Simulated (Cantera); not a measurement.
Charge: 1 mol CH₄, 0.0095 mol O₂, 3.6 mol N₂, at 320000 Pa.

These are equilibrium values from Cantera (NASA tables, ideal gas, pure condensed phases), not measurements of a reactor. Candidate condensed phases: C, C₆H₆, C₇H₈, C₈H₁₈, H₂O; 136 gas species. Equilibrium is a limit: real reactors are often held back by kinetics, nucleation or transport.

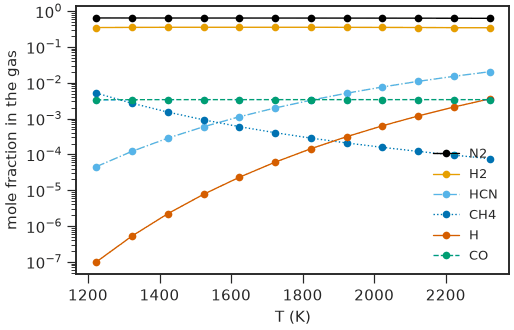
Fig. 1. Equilibrium gas composition (values under 1e-9 drawn at 1e-9)

From 1223 K to 2323 K the condensed part is C(graphite). The main C-bearing gas is CH₄ at 1223 K and HCN at 2323 K. The share of C in condensed phases is highest at 1523 K (97.2 %) and lowest at 2323 K (83.6 %).
